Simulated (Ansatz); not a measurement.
# A low-energy model for NaAgCl3 (cubic perovskite) (Pm-3m): bands, U and J

Aim: U, U′ and J for the Ag d shell of NaAgCl3 (cubic perovskite) (Pm-3m).

Method: non-magnetic PBE, then constrained RPA, plane waves, PAW, in Ansatz 0.2.0.

The structure was built from a prototype and need not be the compound's stable phase.

## (1) The structure

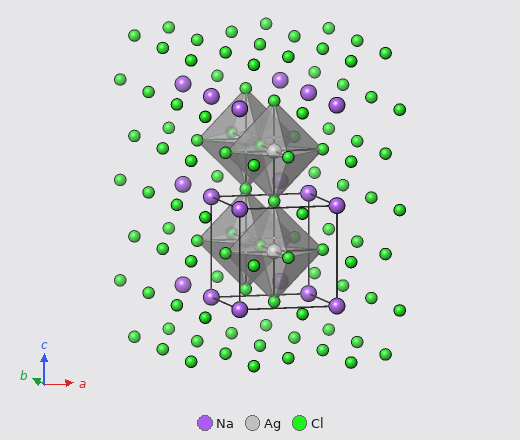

The starting structure, seen slightly off an axis (sodium purple, silver light grey, chlorine green). 1×2×2 cells are drawn. Some periodic images of atoms are drawn too.

The structure was relaxed with PBE. The structure type comes from a generator and need not be one that this composition takes. The structure was generated from a model, not taken from a measurement. The runs that relaxed it are not among those shown. The program's search for lower electronic states was switched off, so nothing shows that the state found is the lowest. The default PAW set here is soft_2. Its files were made with PBE.

## (2) PBE bands and orbital weights

This step: DFT, PBE, plane waves, PAW.

Contents of input.yaml:

```yaml
crystal:
  lattice:
    - [0.0, -5.07840794, 0.0]
    - [0.0, 0.0, 5.07840794]
    - [-5.07840794, 0.0, 0.0]
  atoms:
    - { symbol: Na, position: [0.0, 0.0, 0.0] }
    - { symbol: Ag, position: [0.5, 0.5, 0.5] }
    - { symbol: Cl, position: [0.5, 0.5, 0.0] }
    - { symbol: Cl, position: [0.5, 0.0, 0.5] }
    - { symbol: Cl, position: [0.0, 0.5, 0.5] }
kpoints:
  mp_grid: { grid: [4, 4, 4] }
  band_path:
    path:
      - [[0.0, 0.0, 0.0], [0.0, 0.5, 0.0], [0.5, 0.5, 0.0], [0.0, 0.0, 0.0], [0.5, 0.5, 0.5], [0.0, 0.5, 0.0]]
      - [[0.5, 0.5, 0.5], [0.5, 0.5, 0.0]]
    npoints: 10
hamiltonian:
  xc: pbe
scf:
  occupations: { method: gaussian, width: 0.08 }
  n_extra_bands: 19
  max_iter: 150
  lower_state_search: "off"
output:
  eigenvalues: true
  forces: true
  stress: true
  fatbands: true
  write_density: true
  write_potential: true
  elf: true
  volumetric_format: npy
```

On the command line:

```sh
> ansatz run input.yaml --threads 4 --pin off --max-ram 9216MiB --backend cpu --events-out ev --progress --plain --runs-dir out
```

Numbers of over 12 decimals in the logs are rounded to 6 here.

Log:

```text
scf.n_extra_bands = 19 over 25 filled bands (N_el = 49.0): the run solves 44 bands
Engine: ansatz 0.2.0, aarch64-unknown-linux-gnu
Pseudopotentials: kind: paw
Pseudopotential: Na, paw, valence charge 9, recommended cutoff 420 eV (normal), Na.paw.azcp
Pseudopotential: Ag, paw, valence charge 19, recommended cutoff 420 eV (normal), Ag.paw.azcp
Pseudopotential: Cl, paw, valence charge 7, recommended cutoff 420 eV (normal), Cl.paw.azcp
Functional definition: PBE
  parameter kappa = 0.804
  parameter beta = 0.066725
  exchange = pbe_x(kappa = kappa, mu = beta*pi^2/3)
  correlation = pbe_c(beta = beta)
Crystal: 5 atoms, lattice volume = 130.973 Å³
Basis set: ecut = 420 eV, 2553 PW (Γ), exchange–correlation on 72×72×72 points (8 copies of the dense FFT grid, shifted against one another)
Bands: 44, of which v1, the nominal top of the filled ones, is band 25 counted from 1 (24 counted from 0)
Symmetry: 48 space group operations
Space group: Pm-3m (ITA 221), of the structure as read, at distance tolerance 5.1e-5 Å
k-points: 10 of 64
Non-local potential: Na, projectors of the file, l = 0: 3, l = 1: 2, l = 2: 1
Non-local potential: Ag, projectors of the file, l = 0: 3, l = 1: 2, l = 2: 2, l = 3: 1
Non-local potential: Cl, projectors of the file, l = 0: 2, l = 1: 2, l = 2: 2
PAW form: soft (Blöchl's): semilocal exchange-correlation on the pseudo side does not see the compensation charge
PAW one-centre angular grid: Na, 110 points (default); XC on 64 Gauss nodes
PAW one-centre angular grid: Ag, 590 points (default); XC on 64 Gauss nodes
PAW one-centre angular grid: Cl, 110 points (default); XC on 64 Gauss nodes
Initial density: superposition of atomic densities (neutral atoms: chi_scale 0, normalization atom), corrected by the library's trained network
Initial wavefunctions: pseudopotential atomic-orbital guess
Functional: x = pbe(κ = 0.804, μ = 0.219515), c = pbe(β = 0.066725)
SCF iter   1: F=—  HF=-12319.703249 eV  |F-HF|=—  |Δ(HF+E_count)|=         —  Δρ=1.03e-3  dr2=1.04e-3  ethr=1.77e-3  ⟨swp⟩=6.0  Hψ=1965  notcnv=0  defer=65
preconditioner: auto → LDOS  [insulator: Δε(μ)=0.359 eV  Ē_g=14.860 eV  σ=0.080 eV  W_gap=0.75  n_scr=26 (ndim 8)  ℏωp=18.6 eV  f_vac=0.195  D(μ)=2.11/eV (n_scr^D=6)  ε∞_Penn≈2.6  β→1.0]
SCF iter   2: F=—  HF=-12319.705037 eV  |F-HF|=—  |Δ(HF+E_count)|=   1.79e-3  Δρ=5.06e-4  dr2=3.05e-4  ethr=2.12e-6  ⟨swp⟩=3.2  Hψ=812  notcnv=0  defer=78
SCF iter   3: F=—  HF=-12319.704905 eV  |F-HF|=—  |Δ(HF+E_count)|=   1.33e-4  Δρ=7.20e-5  dr2=5.66e-6  ethr=6.22e-7  ⟨swp⟩=2.2  Hψ=533  notcnv=0  defer=78
SCF iter   4: F=—  HF=-12319.704955 eV  |F-HF|=—  |Δ(HF+E_count)|=   5.08e-5  Δρ=2.82e-5  dr2=7.81e-7  ethr=1.16e-8  ⟨swp⟩=2.0  Hψ=526  notcnv=0  defer=78
iter 5 did not close the SCF: its close was put off for the readings that it lacked (scf_convergence_deferred on its scf_iter line)
SCF iter   5: F=-12319.704955 eV  HF=-12319.704955 eV  |F-HF|=3.03e-8  |Δ(HF+E_count)|=  4.31e-10  Δρ=5.06e-6  dr2=4.20e-8  ethr=1.59e-9  ⟨swp⟩=2.1  Hψ=540  notcnv=0  defer=78
SCF iter   6: F=-12319.704955 eV  HF=-12319.704955 eV  |F-HF|=4.22e-9  |Δ(HF+E_count)|=   1.16e-8  Δρ=1.71e-6  dr2=5.44e-9  ethr=8.58e-11  ⟨swp⟩=14.4  Hψ=3263  notcnv=0
SCF 1 converged in 6 iterations: F = -12319.704955 eV  dr2 = 5.44e-9
  greatest PAW one-centre occupation: 1.000 electrons in one spin orbital (limit 2), on the Ag atom at site 1 (counted from 0), in its partial waves of l = 0
NSCF: frozen V_eff on 62 k-points
SCF converged after 6 iterations
Free energy (F): -12319.704955 eV
Harris-Foulkes:  -12319.704955 eV  (|F-HF|=4.22e-9)
Internal energy: -12319.698204 eV  (E = F + TS)
E sigma→0 (E₀):  -12319.701580 eV
Entropy (-TS):   -0.006751 eV (-1.350 meV/atom)
Fermi energy:    3.190408 eV
--- Per-component energies (eV) ---
  E_band       = -754.256290
  E_kinetic    = 1127.733201
  E_local      = -6169.052465  (includes V_loc(G=0)·N_el)
  E_nonlocal   = 281.884357
  E_hartree    = 2547.640893
  E_xc         = -543.424656
  E_vxc        = -648.639326  (∫ρ·V_xc dr)
  E_paw        = -6142.870096  (= ΣΔE_a)
  E_vpaw       = -441.470501  (= ΣTr[D̂ρ^β])
  E_aug_tail   = 0.000545  (compensation charges beyond the density's cutoff)
  E_ewald      = -3421.609983
  E_smearing   = -0.006751  (= −TS)
  E_closure    = -0.000000  (closes the sum)
  Σ components = -12319.704955   (vs F -12319.704955, Δ=0.00e0)
--- Forces (eV/Å), atoms counted from 1 ---
  atom   1  Na     0.00000000    -0.00000000     0.00000000
  atom   2  Ag    -0.00000000     0.00000000    -0.00000000
  atom   3  Cl    -0.00000000    -0.00000000    -0.00000000
  atom   4  Cl    -0.00000000     0.00000000     0.00000000
  atom   5  Cl    -0.00000000     0.00000000     0.00000000
  max |Σ_I F_I| component: 1.59e-28 eV/Å
--- Stress (GPa, compression-positive) ---
       -0.005030      -0.000000       0.000000
       -0.000000      -0.005030       0.000000
        0.000000      -0.000000      -0.005030
  P = ⅓ Tr σ = -0.0050 GPa (-0.050 kbar)
--- Band table (eV; the first three rows and the last of 10) ---
  k-point 0: bands = [... 21 lower, 1.6136, 1.7906, 1.7906, 1.7906, 6.0984, 6.6485, 10.6239, 10.6239, ... 15 higher]
  k-point 1: bands = [... 21 lower, 1.6853, 1.8157, 1.8157, 1.8500, 7.0778, 7.3308, 10.1478, 11.3042, ... 15 higher]
  k-point 2: bands = [... 21 lower, 1.7307, 1.8625, 1.8625, 2.0191, 8.2566, 8.7768, 9.1561, 11.4753, ... 15 higher]
  k-point 9: bands = [... 21 lower, 2.2820, 2.2820, 4.0926, 4.0926, 7.4118, 9.8246, 9.8246, 9.8246, ... 15 higher]
```

It took 4 s on 4 threads of Arm Neoverse V2, shared host; peak memory 0.5 GiB.

This step gave:

| Quantity | Value |
| --- | --- |
| pressure | -0.005030 GPa |

The electronic bands at the labelled points (eV, zero at the Fermi level):

| point | band 22 | band 23 | band 24 | band 25 | band 26 | band 27 | band 28 | band 29 |
| --- | --- | --- | --- | --- | --- | --- | --- | --- |
| Γ | -1.58 | -1.40 | -1.40 | -1.40 | 2.91 | 3.46 | 7.43 | 7.43 |
| X | -1.46 | -1.33 | -1.33 | -1.17 | 5.07 | 5.59 | 5.97 | 8.28 |
| M | -1.31 | -1.31 | -0.92 | 0.90 | 5.42 | 7.00 | 7.00 | 7.39 |
| Γ | -1.58 | -1.40 | -1.40 | -1.40 | 2.91 | 3.46 | 7.43 | 7.43 |
| R | -0.91 | -0.91 | 0.90 | 0.90 | 4.22 | 6.63 | 6.63 | 6.63 |
| X | -1.46 | -1.33 | -1.33 | -1.17 | 5.07 | 5.59 | 5.97 | 8.28 |
| jump to R | -0.91 | -0.91 | 0.90 | 0.90 | 4.22 | 6.63 | 6.63 | 6.63 |
| M | -1.31 | -1.31 | -0.92 | 0.90 | 5.42 | 7.00 | 7.00 | 7.39 |

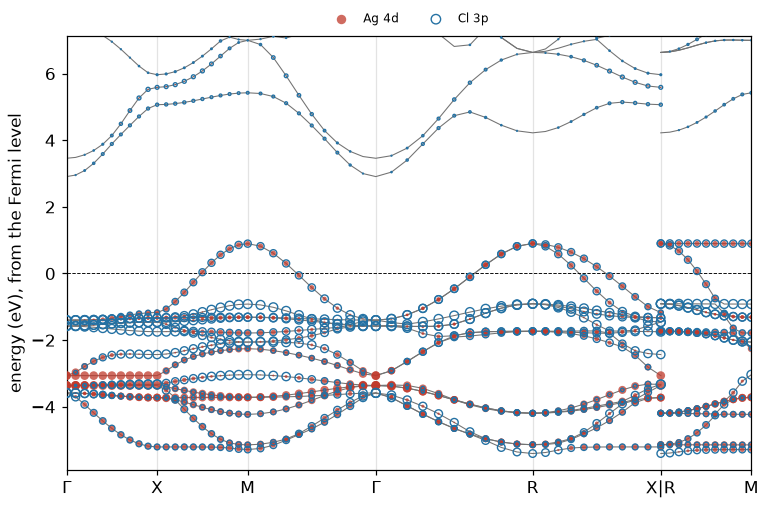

Electronic bands along the path; dots are coloured as in the legend, and their area grows with the weight.

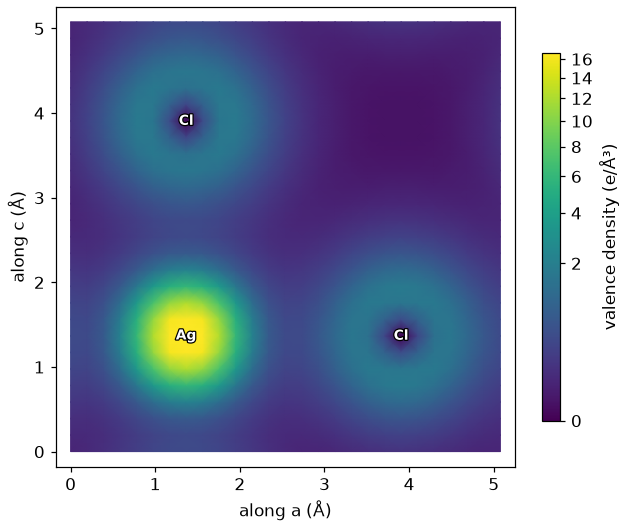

Valence density in the ac plane at fractional y = 0.500, with atoms of Ag and Cl within 0.2 Å of it. It is the smooth field of the valence electrons, not physical close to the nuclei. The map starts off the cell's origin, so that atoms lie inside it. The colour scale is stretched toward low values.

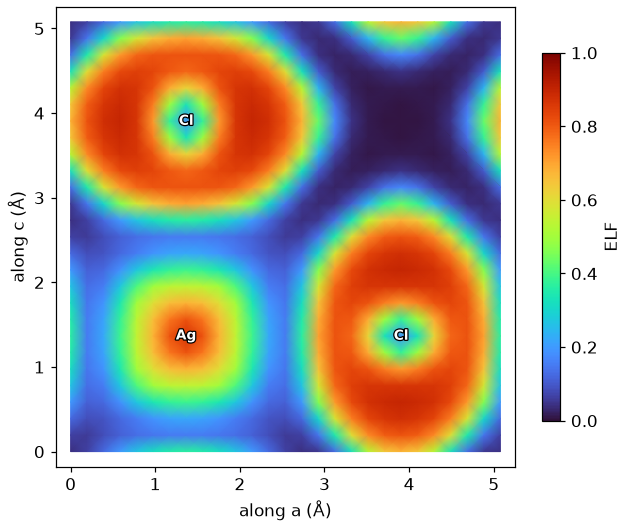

ELF in the ac plane at fractional y = 0.500, with atoms of Ag and Cl within 0.2 Å of it. It is the smooth field of the valence electrons, not physical close to the nuclei. The map starts off the cell's origin, so that atoms lie inside it.

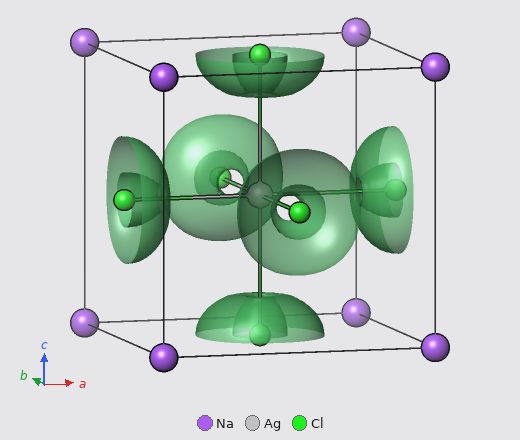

Surface of ELF = 0.82.

## (3) Constrained RPA: Ag d + anion p, bands v14 to v1, 4×4×4 mesh, medium accuracy

Constrained RPA screens the interaction with every transition except those inside the target bands, which a later many-body model would treat itself.

This step: constrained RPA on PBE, plane waves, PAW.

input.yaml, the sections that differ from step 2:

```yaml
kpoints:
  mp_grid: { grid: [4, 4, 4] }
output:
  crpa:
    kmesh: [4, 4, 4]
    target_bands: [v14, v1]
    projections: [{ species: Ag, l: d, shell: 4 }, { species: Cl, l: p, shell: 3 }]
  local_orbitals:
    kmesh: [8, 8, 8]
    orbitals: [{ species: Ag, l: d, shell: 4 }, { species: Cl, l: p, shell: 3 }]
    window: { bands: [v14, v1] }
    seedname: lo
# crystal, hamiltonian, scf: as in step 2
```

Log:

```text
[...]
Crystal: 5 atoms, lattice volume = 130.973 Å³
Basis set: ecut = 420 eV, 2553 PW (Γ)
Bands: 44, of which v1, the nominal top of the filled ones, is band 25 counted from 1 (24 counted from 0)
[... 1 set-up line as in the run before ...]
[...]
k-points: 10 of 64
[...]
SCF iter   1: F=—  HF=-12319.703301 eV  |F-HF|=—  |Δ(HF+E_count)|=         —  Δρ=1.03e-3  dr2=1.04e-3  ethr=1.77e-3  ⟨swp⟩=6.0  Hψ=1965  notcnv=0  defer=65
[...]
SCF iter   6: F=-12319.704945 eV  HF=-12319.704945 eV  |F-HF|=3.67e-9  |Δ(HF+E_count)|=   1.08e-8  Δρ=1.65e-6  dr2=4.48e-9  ethr=7.58e-11  ⟨swp⟩=9.8  Hψ=2379  notcnv=0
SCF 1 converged in 6 iterations: F = -12319.704945 eV  dr2 = 4.48e-9
[...]
NSCF: frozen V_eff on 38 k-points
[...]
cRPA screening: q 1/64
cRPA screening: q 2/64
cRPA screening: q 8/64 (q-point 3)
cRPA screening: q 11/64 (q-point 6)
cRPA screening: q 17/64 (q-point 7)
cRPA screening: q 29/64 (q-point 8)
cRPA screening: q 35/64 (q-point 11)
cRPA screening: q 38/64 (q-point 22)
cRPA screening: q 40/64 (q-point 23)
cRPA screening: q 46/64 (q-point 24)
cRPA screening: q 52/64 (q-point 27)
cRPA screening: q 58/64 (q-point 28)
cRPA screening: q 64/64 (q-point 43)
SCF converged after 6 iterations
Free energy (F): -12319.704945 eV
[...]
Internal energy: -12319.698193 eV  (E = F + TS)
E sigma→0 (E₀):  -12319.701569 eV
Entropy (-TS):   -0.006751 eV (-1.350 meV/atom)
Fermi energy:    3.190458 eV
[...]
--- Band table (eV; the first three rows and the last of 10) ---
  k-point 0: bands = [... 21 lower, 1.6136, 1.7907, 1.7907, 1.7907, 6.0984, 6.6488, 10.6240, 10.6240, ... 15 higher]
  k-point 1: bands = [... 21 lower, 1.6853, 1.8158, 1.8158, 1.8500, 7.0781, 7.3308, 10.1481, 11.3044, ... 15 higher]
  k-point 2: bands = [... 21 lower, 1.7307, 1.8625, 1.8625, 2.0191, 8.2570, 8.7768, 9.1563, 11.4756, ... 15 higher]
  k-point 9: bands = [... 21 lower, 2.2820, 2.2820, 4.0927, 4.0927, 7.4123, 9.8246, 9.8246, 9.8246, ... 15 higher]
--- cRPA (band scheme, projected local orbitals): target bands 12..25 (1-based), 14 Wannier function(s), 4×4×4 mesh, 50 bands' worth read of 55 solved, ecut_chi 136.0 eV, v(q+G=0) probe_charge, pair densities all_electron ---
  bands read: the sum over 50 bands ends inside a degenerate multiplet in 19 slots, whose members it reads at an even weight; the widest, k=0: bands 50 to 52 (counted from 1) at 1/3 each
  χ-basis size per q: N_G = 460..482
  window electrons = 27.0000, filled by tetrahedron_uncorrected; constrained ε̄⁻¹(q = 0, 0) head = 0.382810; min gauge Gram eig = 0.7187
  Kanamori averages over each shell's own Wannier functions (sites counted from 0, functions from 1):
  Each shell's averages of U are screened by what lies outside the whole window alone: parameters of one model of all the shells.
    Site 1, 4D, 5 of 5 d orbitals (Wannier functions 1, 2, 3, 4, 5; wannier90's mr 1, 2, 3, 4, 5):
      screened: U = 7.5856 eV, U' = 6.4464 eV, J = 0.5684 eV
      screened, to within: U = 7.7e-3 eV, U' = 7.7e-3 eV, J = 8.0e-4 eV
      bare: V = 19.0563 eV, V' = 17.5900 eV, J = 0.7307 eV
    Site 2, 3P, 3 of 3 p orbitals (Wannier functions 6, 7, 8; wannier90's mr 1, 2, 3):
      screened: U = 6.0531 eV, U' = 5.0323 eV, J = 0.4943 eV
      screened, to within: U = 6.2e-3 eV, U' = 6.1e-3 eV, J = 6.2e-4 eV
      bare: V = 13.5723 eV, V' = 12.0839 eV, J = 0.7206 eV
    Site 3, 3P, 3 of 3 p orbitals (Wannier functions 9, 10, 11; wannier90's mr 1, 2, 3):
      screened: U = 6.0531 eV, U' = 5.0323 eV, J = 0.4943 eV
      screened, to within: U = 6.2e-3 eV, U' = 6.1e-3 eV, J = 6.2e-4 eV
      bare: V = 13.5723 eV, V' = 12.0839 eV, J = 0.7206 eV
    Site 4, 3P, 3 of 3 p orbitals (Wannier functions 12, 13, 14; wannier90's mr 1, 2, 3):
      screened: U = 6.0531 eV, U' = 5.0323 eV, J = 0.4943 eV
      screened, to within: U = 6.2e-3 eV, U' = 6.1e-3 eV, J = 6.2e-4 eV
      bare: V = 13.5723 eV, V' = 12.0839 eV, J = 0.7206 eV
  Hermiticity witness max|P − P†| over intra, direct and exchange elements: 1.07e-14 eV (screened), 8.88e-16 eV (bare)
  Reality witness max|Im| over intra, direct and exchange elements: 6.04e-9 eV (screened), 4.68e-12 eV (bare)
```

The job ended after 7.7 min (4 threads; peak memory 0.99 GiB; 30 min of CPU time).

Numbers from this step:

```yaml
u: 7.586 eV
u_prime_inter_orbital: 6.446 eV
j: 0.5684 eV
bare_v: 19.06 eV
bare_j: 0.7307 eV
stated_bound_on_u: 0.007673 eV
u_over_bare_v: 0.3981
electrons_in_the_window: 27
head_of_the_constrained_inverse_dielectric_matrix: 0.3828
least_eigenvalue_of_the_projection_s_overlap: 0.7187
target_functions: 14
bands_in_the_sums: 50
r_m_s_miss_of_the_model_bands: 3.69e-5 eV
width_of_the_target_bands: 6.305 eV
weight_of_the_projected_orbitals_in_the_window: 0.9712
```

On the Ag d shell, screening brings the on-site interaction from 19.1 eV down to U = 7.59 eV.

Kanamori averages over each shell's functions. Crpa shells, by row:

| site | element | shell | orbitals | U (eV) | U' (eV) | J (eV) | bare V (eV) | bare V' (eV) | bare J (eV) | bound on U (eV) |
| --- | --- | --- | --- | --- | --- | --- | --- | --- | --- | --- |
| 2 | Ag | 4D | 5 | 7.586 | 6.446 | 0.5684 | 19.06 | 17.59 | 0.7307 | 0.007673 |
| 3 | Cl | 3P | 3 | 6.053 | 5.032 | 0.4943 | 13.57 | 12.08 | 0.7206 | 0.006104 |
| 4 | Cl | 3P | 3 | 6.053 | 5.032 | 0.4943 | 13.57 | 12.08 | 0.7206 | 0.006104 |
| 5 | Cl | 3P | 3 | 6.053 | 5.032 | 0.4943 | 13.57 | 12.08 | 0.7206 | 0.006104 |

Projected local orbitals of the target window. The electronic bands at the labelled points (eV, zero at the Fermi level; # counts the bands kept):

| point | #11 | #12 | #13 | #14 |
| --- | --- | --- | --- | --- |
| Γ | -1.58 | -1.40 | -1.40 | -1.40 |
| X | -1.46 | -1.33 | -1.33 | -1.17 |
| M | -1.31 | -1.31 | -0.92 | 0.90 |
| Γ | -1.58 | -1.40 | -1.40 | -1.40 |
| R | -0.91 | -0.91 | 0.90 | 0.90 |
| X | -1.46 | -1.33 | -1.33 | -1.17 |
| jump to R | -0.91 | -0.91 | 0.90 | 0.90 |
| M | -1.31 | -1.31 | -0.92 | 0.90 |

The same for Kohn-Sham, solved directly:

| point | #11 | #12 | #13 | #14 |
| --- | --- | --- | --- | --- |
| Γ | -1.58 | -1.40 | -1.40 | -1.40 |
| X | -1.46 | -1.33 | -1.33 | -1.17 |
| M | -1.31 | -1.31 | -0.92 | 0.90 |
| Γ | -1.58 | -1.40 | -1.40 | -1.40 |
| R | -0.91 | -0.91 | 0.90 | 0.90 |
| X | -1.46 | -1.33 | -1.33 | -1.17 |
| R | -0.91 | -0.91 | 0.90 | 0.90 |
| M | -1.31 | -1.31 | -0.92 | 0.90 |

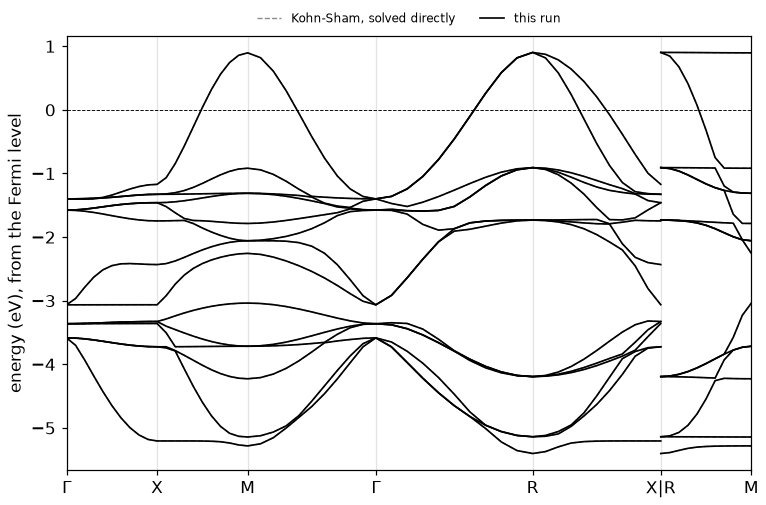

Electronic bands along the path; dashed: Kohn-Sham, solved directly.

Onsite levels, by row:

| orbital | level less Fermi level (eV) |
| --- | --- |
| Ag2 dz2 | -3.08 |
| Ag2 dxz | -3.272 |
| Ag2 dyz | -3.272 |
| Ag2 dx2-y2 | -3.08 |
| Ag2 dxy | -3.272 |
| Cl3 pz | -1.885 |
| Cl3 px | -2.914 |
| Cl3 py | -1.885 |
| Cl4 pz | -2.914 |
| Cl4 px | -1.885 |
| Cl4 py | -1.885 |
| Cl5 pz | -1.885 |
| Cl5 px | -1.885 |
| Cl5 py | -2.914 |

Largest distinct elements between sites. Hoppings, by row:

| from | to | cell | distance (Å) | t (eV) |
| --- | --- | --- | --- | --- |
| Cl4 pz | Ag2 dz2 | 0 0 0 | 2.539 | -1.106 |
| Ag2 dx2-y2 | Cl3 px | 0 0 1 | 2.539 | -0.9581 |
| Ag2 dz2 | Cl5 py | 1 0 0 | 2.539 | 0.5531 |
| Cl4 px | Ag2 dxz | 0 0 0 | 2.539 | 0.4461 |
| Cl4 pz | Cl5 py | 1 -1 0 | 3.591 | 0.3671 |
| Cl3 pz | Cl4 px | 0 1 -1 | 3.591 | 0.2323 |
| Cl5 py | Cl4 py | -1 0 0 | 3.591 | 0.1826 |
| Cl4 px | Cl5 px | 0 0 0 | 3.591 | -0.0774 |
| Cl5 px | Cl5 px | 0 0 1 | 5.078 | 0.0391 |
| Cl3 pz | Cl3 pz | 0 0 -1 | 5.078 | -0.0362 |
| Cl3 px | Cl3 px | 1 0 0 | 5.078 | -0.0317 |
| Cl5 py | Ag2 dz2 | 0 1 0 | 5.678 | 0.0296 |

## (4) Summary of results

- Ag d + anion p: U 7.59 eV, U′ 6.45 eV, J 0.57 eV, bare V 19.1 eV
- method: constrained RPA on non-magnetic PBE, 4×4×4 mesh, static; search for lower states off

What this shows: For Ag d + anion p, screening cuts the on-site interaction from 19.06 eV to 7.59 eV (40 %), while J goes only from 0.73 eV to 0.57 eV: the monopole is screened far more than the multipoles. U − 2J differs from U′ by +0.002 eV, so the Kanamori relation holds well. The parent state is non-magnetic and the interaction static (zero frequency); U depends on the window and the orbitals, so it belongs to this model alone. The bands cross the Fermi level under this constraint, which need not be the crystal's state: magnetic order, correlation or a lattice distortion may open a gap. A window that holds the anion p bands defines a model with explicit ligands; its U belongs to that model and is not the U of DFT+U.

[Paths, hosts, dates, memory and timing lines, banners, echoed tables and standing remarks are left out of the program output.]

[Logs are printed without paths, hosts, clocks, repeated set-up lines and the standing remarks that a program may print on its own settings, such as how far it seeks lower states.]

[Runs of the session that timed out or met a known fault of the program may be left out.]

[Hosts, paths, dates, database ids (printed as entryN), source tags and the programs' standing remarks are cut or masked in the printed files.]
